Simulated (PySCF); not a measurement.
The calculation's input:

```
{"job": {"kind": "nmr", "xc": "PBE0", "basis": "pcSseg-1"}, "charge": 0, "multiplicity": 1}
C     -2.279605     1.470028     1.466237
C     -1.489064     0.655891     1.086655
C     -0.534059    -0.322848     0.597575
C     -1.268814    -1.492880    -0.066208
C      0.427039     0.336787    -0.379984
C      1.757093    -0.413851    -0.677067
Si     1.976507     1.235929     0.182900
F      2.320075     1.147013     1.758414
H     -2.970069     2.179058     1.813902
H      0.034622    -0.699200     1.456837
H     -0.550461    -2.220300    -0.437964
H     -1.928021    -1.983360     0.646805
H     -1.868120    -1.135438    -0.901274
H     -0.088931     0.685966    -1.269372
H      1.907813    -1.328401    -0.116968
H      1.997032    -0.553752    -1.721614
H      2.549966     2.451389    -0.322714
```

Command:

```sh
OMP_NUM_THREADS=1 python probes_run.py task.json out
```

Geometry: GFN2-xTB.

Computed with PBE0/pcSseg-1, SCF density, gas phase, non-relativistic (PySCF 2.14.0).

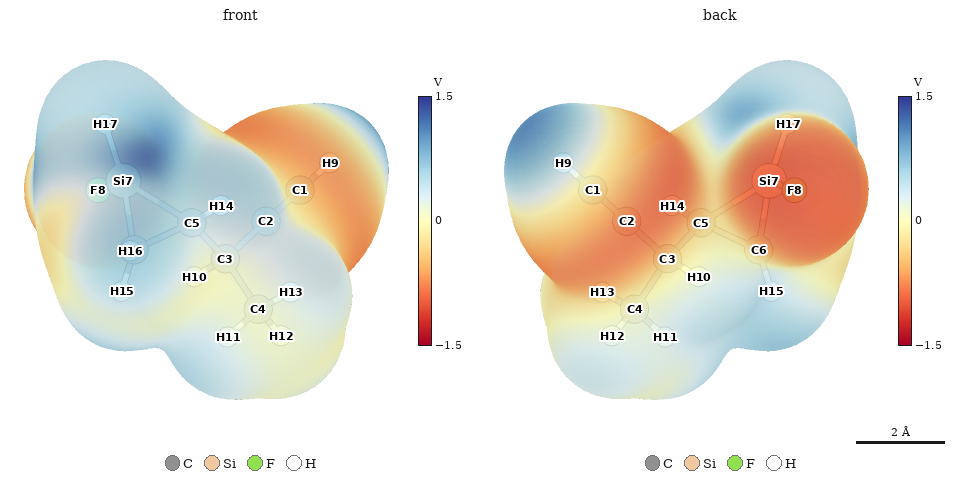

C₆H₉FSi. The molecular electrostatic potential painted on the density surface at 0.001 e/bohr³, seen from the front and from behind; the colour scale runs from red (negative) to blue (positive).

Question: Where is the surface potential most negative and most positive?

Answer: The most negative region (about −1.0 V, or −23 kcal/mol for a unit charge) lies over F8, the most positive (about +1.1 V, or +25 kcal/mol for a unit charge) over Si7 and H9.

Question: How polar is the molecule by this calculation?

Answer: Its dipole moment is 1.75 D.
